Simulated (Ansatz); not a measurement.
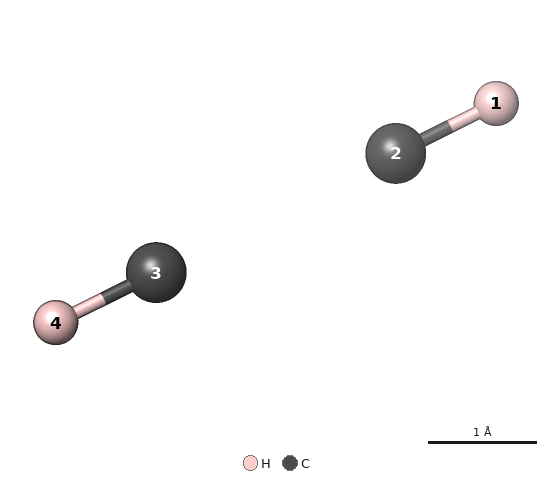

Source: calculation with Ansatz.

Orthographic view. Depth is shown by fading: the farther an atom, the more it takes the colour of the background. Geometry: a fixed input geometry, not necessarily a minimum.

List all interatomic distances (Å) as a matrix.

| atom | H1 | C2 | C3 | H4 |
| --- | --- | --- | --- | --- |
| H1 | 0.00 |  |  |  |
| C2 | 1.06 | 0.00 |  |  |
| C3 | 3.59 | 2.53 | 0.00 |  |
| H4 | 4.65 | 3.59 | 1.06 | 0.00 |
